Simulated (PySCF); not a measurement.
C₃H₈O₂, SMILES `OCCCO`.

Level of theory: LDA (SVWN)/def2-SVP (PySCF), at a geometry from GFN2-xTB. No frequency check shows the geometry to be a minimum.

Input script:

```python
import numpy as np
from pyscf import gto, scf, dft
from pyscf.scf import atom_ks, atom_hf
from scipy.linalg import block_diag

def solve(mol, dm0=None, hcore=None):
    mf = (dft.UKS if mol.spin else dft.RKS)(mol, xc='svwn')
    mf.grids.level = 3
    mf = mf.density_fit(auxbasis='def2-universal-jkfit')
    mf.conv_tol, mf.max_cycle = 1e-8, 80
    if hcore is not None:
        mf.get_hcore = lambda *args: hcore
    mf.kernel(dm0)
    if not mf.converged:
        mf = mf.newton().run(mf.mo_coeff, mf.mo_occ, max_cycle=30)
    assert mf.converged, 'SCF not converged'
    return mf

mol = gto.M(atom='''
O     -1.34180     0.90795    -0.08789
C     -1.26132    -0.47810     0.19429
C      0.04867    -1.03115    -0.36353
C      1.27072    -0.38811     0.29812
O      1.48300     0.93277    -0.12336
H     -2.17705     1.25305     0.24132
H     -2.10783    -1.00731    -0.26505
H     -1.29818    -0.64383     1.28115
H      0.08939    -0.83534    -1.43609
H      0.06693    -2.10895    -0.19965
H      1.15384    -0.42803     1.39384
H      2.17522    -0.94191     0.03102
H      0.61977     1.37066    -0.12986
''', basis='def2-svp', charge=0, spin=0, verbose=4)
mf = solve(mol)
out = dict(e0=mf.e_tot, dm0=mf.make_rdm1(), c=mf.mo_coeff, occ=mf.mo_occ, eps=mf.mo_energy)
for name, dq, spin in [('cation', 1, 1), ('anion', -1, 1)]:
    ion = mol.copy().set(charge=mol.charge + dq, spin=spin).build()
    mi = solve(ion)
    if spin and dq > 0 and mol.nao < 130:
        c, _, stable, _ = mi.stability(return_status=True)
        if not stable:
            mi = solve(ion, mi.make_rdm1(c, mi.mo_occ))
    print(name, 'vertical energy change / eV', (mi.e_tot - mf.e_tot) * 27.211386)
    out.update({'e_' + name: mi.e_tot, 'dm_' + name: mi.make_rdm1(), 's2_' + name: mi.spin_square()[0], 'eps_' + name: mi.mo_energy, 'occ_' + name: mi.mo_occ})
# spherically averaged free atoms, for the promolecule
atm = atom_ks.get_atm_nrks(mol, xc='svwn')
pro = block_diag(*[(atm[a[0]][2] * atm[a[0]][3]) @ atm[a[0]][2].T for a in mol._atom])
np.savez('result.npz', pro=pro, **out)
```

Command:

```sh
OMP_NUM_THREADS=1 python input.py
```

The run took 2.6 min on 1 thread of Intel(R) Xeon(R) Platinum 8259CL CPU @ 2.50GHz (Skylake/Cascade Lake), with other jobs on the host, peak memory 0.27 GiB.

Partitions, critical points and surface values were worked out afterwards from this run's density.

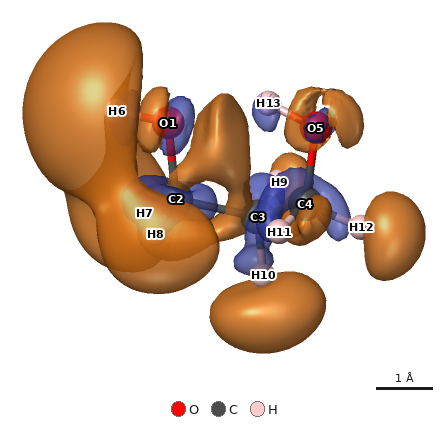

Fukui function f⁺ = ρ(N+1) − ρ(N) at fixed geometry, surfaces at ±0.01 e/Å³ (orange positive, blue negative).

Question: Which atoms respond most to the addition of an electron?

Answer: f⁺ (Hirshfeld-condensed) is largest on H6 (0.27); the vertical electron affinity is −2.52 eV (the stability of the anion's solution wasn't checked; negative, but this basis has no diffuse functions, so it doesn't show that the anion is unbound). Condensed values hint at sites of nucleophilic attack but needn't mark the atom that reacts. Orbital relaxation makes it negative in places (0.11 e in all).

```tsv
atom	f⁺	charge
O1	+0.07	−0.18
C2	+0.07	−0.01
C3	+0.04	−0.08
C4	+0.03	−0.01
O5	+0.04	−0.23
H6	+0.27	+0.18
H7	+0.11	+0.04
H8	+0.09	+0.03
H9	+0.04	+0.04
H10	+0.10	+0.05
H11	+0.05	+0.02
H12	+0.07	+0.04
H13	+0.03	+0.12
```
